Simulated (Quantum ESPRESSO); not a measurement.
# Magnetic state of NiS from several starts

Wanted: the moments of NiS and the energy of each order that was tried.

Calculated with Quantum ESPRESSO 7.5; PBEsol; plane waves with GBRV 1.5 PBEsol potentials, no spin-orbit coupling.

The database entry behind the starting cell differs from later determinations by our own check (about 0.4 % short), so it need not match the best structure at ambient conditions.

## Step 1: The starting structure

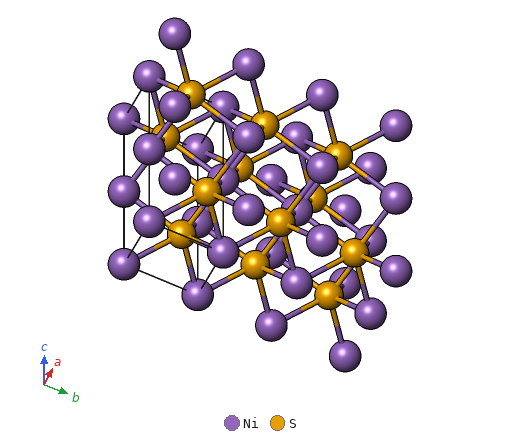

The cell as given, from a free direction (nickel purple, sulfur orange). 2×3×1 cells are drawn. Bonds to atoms that aren't drawn are left out. Some periodic images of atoms are drawn too.

The cell comes from the Crystallography Open Database.

## Step 2: Run 1, typed as ferro ++

The signs are those of the starting moments on the seeded atoms, the atoms that are given a moment.

Contents of pw.in:

```
&CONTROL
  calculation = 'scf'
  prefix = 'pwscf'
  outdir = './tmp'
  pseudo_dir = './pseudo'
  disk_io = 'nowf'
/
&SYSTEM
  ibrav = 0
  nat = 4
  ntyp = 2
  ecutwfc = 40
  ecutrho = 280
  nbnd = 35
  occupations = 'smearing'
  smearing = 'fd'
  degauss = 0.00367493
  nspin = 2
  starting_magnetization(1) = 0.1111
  starting_magnetization(2) = 0
/
&ELECTRONS
  conv_thr = 8d-09
  electron_maxstep = 150
  mixing_beta = 0.3
/
ATOMIC_SPECIES
Ni     58.6934 ni_pbesol_v1.4.uspp.F.UPF
S      32.0600 s_pbesol_v1.4.uspp.F.UPF
CELL_PARAMETERS angstrom
   3.4250000000    0.0000000000    0.0000000000
  -1.7125000000    2.9661370080    0.0000000000
   0.0000000000    0.0000000000    5.3400000000
ATOMIC_POSITIONS crystal
Ni      0.0000000000    0.0000000000    0.0000000000
Ni      0.0000000000    0.0000000000    0.5000000000
S       0.3333333333    0.6666666667    0.2500000000
S       0.6666666667    0.3333333333    0.7500000000
K_POINTS automatic
6 6 6 0 0 0
```

The run is started by

```console
$ OMP_NUM_THREADS=1 mpirun -n 4 pw.x -nk 4 -in pw.in > pw.out
```

The program printed:

```text
Program PWSCF v.7.5 starts

     Message from routine setup:
     using ibrav=0 with symmetry is DISCOURAGED, use correct ibrav instead

     K-points division:     npool     =       4
     Subspace diagonalization in iterative solution of the eigenvalue problem:

     G-vector sticks info
     --------------------
     sticks:   dense  smooth     PW     G-vecs:    dense   smooth      PW
     Sum         805     463    151                28913    12431    2189

     Using Slab Decomposition

     bravais-lattice index     =            0
     lattice parameter (alat)  =       6.4723  a.u.
     unit-cell volume          =     366.0915 (a.u.)^3
     number of atoms/cell      =            4
     number of atomic types    =            2
     number of electrons       =        48.00
     number of Kohn-Sham states=           35
     kinetic-energy cutoff     =      40.0000  Ry
     charge density cutoff     =     280.0000  Ry
     scf convergence threshold =      8.0E-09
     mixing beta               =       0.3000
     number of iterations used =            8  plain     mixing
     Exchange-correlation= SLA  PW   PSX  PSC
                           (   1   4  10   8   0   0   0)

     celldm(1)=   6.472312  celldm(2)=   0.000000  celldm(3)=   0.000000
     celldm(4)=   0.000000  celldm(5)=   0.000000  celldm(6)=   0.000000

     crystal axes: (cart. coord. in units of alat)
               a(1) = (   1.000000   0.000000   0.000000 )
               a(2) = (  -0.500000   0.866025   0.000000 )
               a(3) = (   0.000000   0.000000   1.559124 )

     reciprocal axes: (cart. coord. in units 2 pi/alat)
               b(1) = (  1.000000  0.577350 -0.000000 )
               b(2) = (  0.000000  1.154701  0.000000 )
               b(3) = (  0.000000 -0.000000  0.641386 )

     PseudoPot. # 1 for Ni read from file:
     ni_pbesol_v1.4.uspp.F.UPF
     Pseudo is Ultrasoft + core correction, Zval = 18.0
     Generated by new atomic code, or converted to UPF format
     Using radial grid of  865 points,  6 beta functions with:
                l(1) =   0
                l(2) =   0
                l(3) =   1
                l(4) =   1
                l(5) =   2
                l(6) =   2
     Q(r) pseudized with 10 coefficients,  rinner =    0.980   0.980   0.980
                                                       0.980   0.980

     PseudoPot. # 2 for S  read from file:
     s_pbesol_v1.4.uspp.F.UPF
     Pseudo is Ultrasoft + core correction, Zval =  6.0
     Generated by new atomic code, or converted to UPF format
     Using radial grid of  907 points,  6 beta functions with:
                l(1) =   0
                l(2) =   0
                l(3) =   1
                l(4) =   1
                l(5) =   2
                l(6) =   2
     Q(r) pseudized with  8 coefficients,  rinner =    1.300   1.300   1.300
                                                       1.300   1.300

     atomic species   valence    mass     pseudopotential
     Ni               18.00    58.69340     Ni( 1.00)
     S                 6.00    32.06000     S ( 1.00)

     Starting magnetic structure
     atomic species   magnetization
     Ni              0.111
     S               0.000

     24 Sym. Ops., with inversion, found (12 have fractional translation)

   Cartesian axes

     site n.     atom                  positions (alat units)
         1        Ni     tau(   1) = (   0.0000000   0.0000000   0.0000000  )
         2        Ni     tau(   2) = (   0.0000000   0.0000000   0.7795620  )
         3        S      tau(   3) = (  -0.0000000   0.5773503   0.3897810  )
         4        S      tau(   4) = (   0.5000000   0.2886751   1.1693431  )

     number of k points=    28  Fermi-Dirac smearing, width (Ry)=  0.0037
                       cart. coord. in units 2pi/alat
        k(    1) = (   0.0000000   0.0000000   0.0000000), wk =   0.0046296
        k(    2) = (   0.0000000   0.0000000   0.1068976), wk =   0.0092593
        k(    3) = (   0.0000000   0.0000000   0.2137953), wk =   0.0092593
        k(    4) = (   0.0000000   0.0000000  -0.3206929), wk =   0.0046296
        k(    5) = (   0.0000000   0.1924501   0.0000000), wk =   0.0277778
        [... 23 further k-points ...]

     Dense  grid:    28913 G-vectors     FFT dimensions: (  36,  36,  54)

     Smooth grid:    12431 G-vectors     FFT dimensions: (  27,  27,  48)

     Check: negative core charge=   -0.000010
     Generating pointlists ...
     new r_m :   0.2874 (alat units)  1.8598 (a.u.) for type    1
     new r_m :   0.2874 (alat units)  1.8598 (a.u.) for type    2

     Initial potential from superposition of free atoms

     starting charge      43.9999, renormalised to      48.0000
     Starting wfcs are   34 randomized atomic wfcs +    1 random wfcs

     Self-consistent Calculation

     iteration #  1     ecut=    40.00 Ry     beta= 0.30
     Davidson diagonalization with overlap
     ethr =  1.00E-02,  avg # of iterations =  6.0

     total energy              =    -701.75601016 Ry
     estimated scf accuracy    <     100.30818600 Ry

     total magnetization       =     0.30 Bohr mag/cell
     absolute magnetization    =     0.43 Bohr mag/cell

     iteration #  2     ecut=    40.00 Ry     beta= 0.30
     Davidson diagonalization with overlap
     ethr =  1.00E-02,  avg # of iterations =  3.0

     total energy              =    -733.87141405 Ry
     estimated scf accuracy    <      34.04109881 Ry

     total magnetization       =     0.16 Bohr mag/cell
     absolute magnetization    =     0.19 Bohr mag/cell

     iteration #  3     ecut=    40.00 Ry     beta= 0.30
     Davidson diagonalization with overlap
     ethr =  1.00E-02,  avg # of iterations =  2.0

     total energy              =    -733.38742354 Ry
     estimated scf accuracy    <       7.66503463 Ry

     total magnetization       =     0.35 Bohr mag/cell
     absolute magnetization    =     0.39 Bohr mag/cell

     [... further iterations left out ...]

     iteration # 15     ecut=    40.00 Ry     beta= 0.30
     Davidson diagonalization with overlap
     ethr =  6.37E-09,  avg # of iterations =  1.7

     total energy              =    -734.29285759 Ry
     estimated scf accuracy    <       0.00000006 Ry

     total magnetization       =    -0.00 Bohr mag/cell
     absolute magnetization    =     0.00 Bohr mag/cell

     iteration # 16     ecut=    40.00 Ry     beta= 0.30
     Davidson diagonalization with overlap
     ethr =  1.26E-10,  avg # of iterations =  4.5

     total energy              =    -734.29285774 Ry
     estimated scf accuracy    <       0.00000007 Ry

     total magnetization       =     0.00 Bohr mag/cell
     absolute magnetization    =     0.00 Bohr mag/cell

     iteration # 17     ecut=    40.00 Ry     beta= 0.30
     Davidson diagonalization with overlap
     ethr =  1.26E-10,  avg # of iterations =  1.7

     total energy              =    -734.29285780 Ry
     estimated scf accuracy    <       0.00000001 Ry

     total magnetization       =     0.00 Bohr mag/cell
     absolute magnetization    =     0.00 Bohr mag/cell

     iteration # 18     ecut=    40.00 Ry     beta= 0.30
     Davidson diagonalization with overlap
     ethr =  2.23E-11,  avg # of iterations =  1.6

     Magnetic moment per site  (integrated on atomic sphere of radius R)
     atom   1 (R=0.287)  charge= 16.4398  magn= -0.0000
     atom   2 (R=0.287)  charge= 16.4398  magn= -0.0000
     atom   3 (R=0.287)  charge=  4.0170  magn=  0.0000
     atom   4 (R=0.287)  charge=  4.0170  magn=  0.0000

     End of self-consistent calculation

     [... lines left out ...]
     the Fermi energy is    12.7480 ev

!    total energy              =    -734.29285785 Ry
     estimated scf accuracy    <          2.1E-09 Ry
     smearing contrib. (-TS)   =      -0.00167930 Ry
     internal energy E=F+TS    =    -734.29117855 Ry

     The total energy is F=E-TS. E is the sum of the following terms:
     one-electron contribution =    -518.67325330 Ry
     hartree contribution      =     284.00359458 Ry
     xc contribution           =     -87.21864004 Ry
     ewald contribution        =    -412.40287979 Ry

     total magnetization       =     0.00 Bohr mag/cell
     absolute magnetization    =     0.00 Bohr mag/cell

     convergence has been achieved in  18 iterations

=------------------------------------------------------------------------------=
   JOB DONE.
=------------------------------------------------------------------------------=
```

The job ended after 24 s (4 MPI ranks of Intel Xeon Platinum 8488C (Sapphire Rapids), shared host; peak memory 0.42 GiB; 95 s of CPU time).

The spin moment in the atom's sphere vanishes on all atoms.

Numbers from this step:

| Property | Result |
| --- | --- |
| smearing term TS | 0.02285 eV |
| magnetization | 0 μB |
| absolute magnetization | 0 μB |
| final state | non-magnetic |

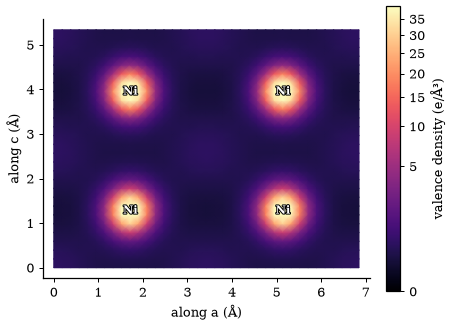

Valence density in the ac plane at fractional y = 0.000, with atoms of Ni within 0.2 Å of it. It is the smooth field of the valence electrons, not physical close to the nuclei. The map starts off the cell's origin, so that atoms lie inside it. The colour scale is stretched toward low values.

## Step 3: Run 2, typed as antiferro q=(0,1/2,0) +−−+

The cell is doubled to 8 atoms to hold this order. The wavevector q is in fractions of the reciprocal vectors of the crystal's primitive cell, as the cells of these inputs are built from it; moments change sign between cells as cos(2π q·R).

Contents of pw.in:

```
&CONTROL
  calculation = 'scf'
  prefix = 'pwscf'
  outdir = './tmp'
  pseudo_dir = './pseudo'
  disk_io = 'nowf'
/
&SYSTEM
  ibrav = 0
  nat = 8
  ntyp = 3
  ecutwfc = 40
  ecutrho = 280
  nbnd = 61
  occupations = 'smearing'
  smearing = 'fd'
  degauss = 0.00367493
  nspin = 2
  starting_magnetization(1) = 0.1111
  starting_magnetization(2) = -0.1111
  starting_magnetization(3) = 0
/
&ELECTRONS
  conv_thr = 1.6d-08
  electron_maxstep = 150
  mixing_beta = 0.3
/
ATOMIC_SPECIES
Ni1    58.6934 ni_pbesol_v1.4.uspp.F.UPF
Ni2    58.6934 ni_pbesol_v1.4.uspp.F.UPF
S      32.0600 s_pbesol_v1.4.uspp.F.UPF
CELL_PARAMETERS angstrom
   3.4250000000    0.0000000000    0.0000000000
  -3.4250000000    5.9322740160    0.0000000000
   0.0000000000    0.0000000000    5.3400000000
ATOMIC_POSITIONS crystal
Ni1     0.0000000000    0.0000000000    0.0000000000
Ni2     0.0000000000    0.5000000000    0.0000000000
Ni2     0.0000000000    0.0000000000    0.5000000000
Ni1     0.0000000000    0.5000000000    0.5000000000
S       0.3333333333    0.3333333334    0.2500000000
S       0.3333333333    0.8333333333    0.2500000000
S       0.6666666667    0.1666666666    0.7500000000
S       0.6666666667    0.6666666666    0.7500000000
K_POINTS automatic
6 3 6 0 0 0
```

The program printed:

```text
[banner, memory and clock lines left out]
Program PWSCF v.7.5 starts

     Message from routine setup:
     using ibrav=0 with symmetry is DISCOURAGED, use correct ibrav instead

     bravais-lattice index     =            0
     lattice parameter (alat)  =       6.4723  a.u.
     unit-cell volume          =     732.1830 (a.u.)^3
     number of atoms/cell      =            8
     number of atomic types    =            3
     number of electrons       =        96.00
     number of Kohn-Sham states=           61
     kinetic-energy cutoff     =      40.0000  Ry
     charge density cutoff     =     280.0000  Ry
     scf convergence threshold =      1.6E-08
     mixing beta               =       0.3000
     number of iterations used =            8  plain     mixing
     Exchange-correlation= SLA  PW   PSX  PSC
                           (   1   4  10   8   0   0   0)

     celldm(1)=   6.472312  celldm(2)=   0.000000  celldm(3)=   0.000000
     celldm(4)=   0.000000  celldm(5)=   0.000000  celldm(6)=   0.000000

     crystal axes: (cart. coord. in units of alat)
               a(1) = (   1.000000   0.000000   0.000000 )
               a(2) = (  -1.000000   1.732051   0.000000 )
               a(3) = (   0.000000   0.000000   1.559124 )

     reciprocal axes: (cart. coord. in units 2 pi/alat)
               b(1) = (  1.000000  0.577350 -0.000000 )
               b(2) = (  0.000000  0.577350  0.000000 )
               b(3) = (  0.000000 -0.000000  0.641386 )

     PseudoPot. # 1 for Ni read from file:
     ni_pbesol_v1.4.uspp.F.UPF
     Pseudo is Ultrasoft + core correction, Zval = 18.0

     PseudoPot. # 2 for Ni read from file:
     ni_pbesol_v1.4.uspp.F.UPF
     Pseudo is Ultrasoft + core correction, Zval = 18.0

     PseudoPot. # 3 for S  read from file:
     s_pbesol_v1.4.uspp.F.UPF
     Pseudo is Ultrasoft + core correction, Zval =  6.0

     atomic species   valence    mass     pseudopotential
     Ni1              18.00    58.69340     Ni( 1.00)
     Ni2              18.00    58.69340     Ni( 1.00)
     S                 6.00    32.06000     S ( 1.00)

     Starting magnetic structure
     atomic species   magnetization
     Ni1             0.111
     Ni2            -0.111
     S               0.000

      8 Sym. Ops., with inversion, found ( 4 have fractional translation)

   Cartesian axes

     site n.     atom                  positions (alat units)
         1        Ni1    tau(   1) = (   0.0000000   0.0000000   0.0000000  )
         2        Ni2    tau(   2) = (  -0.5000000   0.8660254   0.0000000  )
         3        Ni2    tau(   3) = (   0.0000000   0.0000000   0.7795620  )
         4        Ni1    tau(   4) = (  -0.5000000   0.8660254   0.7795620  )
         5        S      tau(   5) = (  -0.0000000   0.5773503   0.3897810  )
         6        S      tau(   6) = (  -0.5000000   1.4433757   0.3897810  )
         7        S      tau(   7) = (   0.5000000   0.2886751   1.1693431  )
         8        S      tau(   8) = (   0.0000000   1.1547005   1.1693431  )

     number of k points=    32  Fermi-Dirac smearing, width (Ry)=  0.0037
                       cart. coord. in units 2pi/alat
        k(    1) = (   0.0000000   0.0000000   0.0000000), wk =   0.0092593
        k(    2) = (   0.0000000   0.0000000   0.1068976), wk =   0.0185185
        k(    3) = (   0.0000000   0.0000000   0.2137953), wk =   0.0185185
        k(    4) = (   0.0000000   0.0000000  -0.3206929), wk =   0.0092593
        k(    5) = (   0.0000000   0.1924501   0.0000000), wk =   0.0185185
        [... 27 further k-points ...]

     Dense  grid:    57893 G-vectors     FFT dimensions: (  36,  72,  54)

     Smooth grid:    24935 G-vectors     FFT dimensions: (  27,  54,  48)

     Check: negative core charge=   -0.000010
     Generating pointlists ...
     new r_m :   0.2874 (alat units)  1.8598 (a.u.) for type    1
     new r_m :   0.2874 (alat units)  1.8598 (a.u.) for type    2
     new r_m :   0.2874 (alat units)  1.8598 (a.u.) for type    3

     Initial potential from superposition of free atoms

     starting charge      87.9999, renormalised to      96.0000
     Starting wfcs are   68 randomized atomic wfcs

     Self-consistent Calculation

     iteration #  1     ecut=    40.00 Ry     beta= 0.30
     Davidson diagonalization with overlap
     ethr =  1.00E-02,  avg # of iterations =  6.6

     total energy              =   -1403.61069969 Ry
     estimated scf accuracy    <     200.37525326 Ry

     total magnetization       =    -0.00 Bohr mag/cell
     absolute magnetization    =     1.10 Bohr mag/cell

     iteration #  2     ecut=    40.00 Ry     beta= 0.30
     Davidson diagonalization with overlap
     ethr =  1.00E-02,  avg # of iterations =  3.3

     total energy              =   -1467.75143942 Ry
     estimated scf accuracy    <      67.92002853 Ry

     total magnetization       =     0.00 Bohr mag/cell
     absolute magnetization    =     0.36 Bohr mag/cell

     [... further iterations left out ...]

     iteration # 19     ecut=    40.00 Ry     beta= 0.30
     Davidson diagonalization with overlap
     ethr =  5.62E-11,  avg # of iterations =  1.5

     total energy              =   -1468.58571558 Ry
     estimated scf accuracy    <       0.00000005 Ry

     total magnetization       =     0.00 Bohr mag/cell
     absolute magnetization    =     0.00 Bohr mag/cell

     iteration # 20     ecut=    40.00 Ry     beta= 0.30
     Davidson diagonalization with overlap
     ethr =  5.45E-11,  avg # of iterations =  1.0

     Magnetic moment per site  (integrated on atomic sphere of radius R)
     atom   1 (R=0.287)  charge= 16.4398  magn= -0.0000
     atom   2 (R=0.287)  charge= 16.4398  magn=  0.0001
     atom   3 (R=0.287)  charge= 16.4398  magn=  0.0001
     atom   4 (R=0.287)  charge= 16.4398  magn= -0.0000
     atom   5 (R=0.287)  charge=  4.0170  magn=  0.0000
     atom   6 (R=0.287)  charge=  4.0170  magn=  0.0000
     atom   7 (R=0.287)  charge=  4.0170  magn=  0.0000
     atom   8 (R=0.287)  charge=  4.0170  magn=  0.0000

     End of self-consistent calculation

     [... lines left out ...]
     the Fermi energy is    12.7479 ev

!    total energy              =   -1468.58571570 Ry
     estimated scf accuracy    <          2.1E-09 Ry
     smearing contrib. (-TS)   =      -0.00335862 Ry
     internal energy E=F+TS    =   -1468.58235708 Ry

     The total energy is F=E-TS. E is the sum of the following terms:
     one-electron contribution =   -1037.34956079 Ry
     hartree contribution      =     568.01055698 Ry
     xc contribution           =    -174.43759369 Ry
     ewald contribution        =    -824.80575957 Ry

     total magnetization       =     0.00 Bohr mag/cell
     absolute magnetization    =     0.00 Bohr mag/cell

     convergence has been achieved in  20 iterations
```

Run time: 1.9 min. Hardware: 4 MPI ranks; peak memory 0.75 GiB; 7.6 min of CPU time.

Spin moment in the atom's sphere by atom:

| atom | spin moment in the atom's sphere (μB) |
| --- | --- |
| Ni1 | 0.0000 |
| Ni2 | 0.0001 |
| Ni3 | 0.0001 |
| Ni4 | 0.0000 |
| S5 | 0.0000 |
| S6 | 0.0000 |
| S7 | 0.0000 |
| S8 | 0.0000 |

Numbers from this step:

```yaml
smearing_term_ts: 0.04570 eV
magnetization: 0 μB
absolute_magnetization: 0 μB
final_state: non-magnetic
```

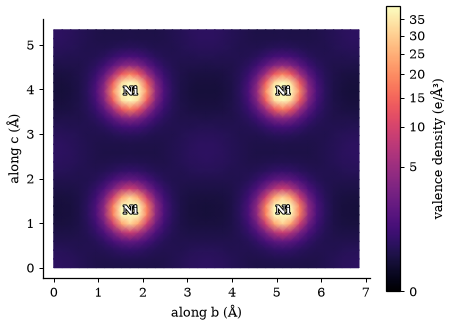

Valence density in the bc plane at fractional x = 0.000, with atoms of Ni within 0.2 Å of it. It is the smooth field of the valence electrons, not physical close to the nuclei. The map starts off the cell's origin, so that atoms lie inside it. The colour scale is stretched toward low values.

[end of part 1 of 2]

[Logs and program files are shortened in this print: banners, set-up blocks, solver, clock and traceback lines can be left out without a mark of their own.]

[Logs are printed without paths, hosts, clocks, repeated set-up lines and the standing remarks that a program may print on its own settings, such as how far it seeks lower states.]

[Hosts, paths, dates, database ids (printed as entryN), source tags and the programs' standing remarks are cut or masked in the printed files.]

[Where a cell is said to come from a database of computed structures, the database is the Materials Project.]
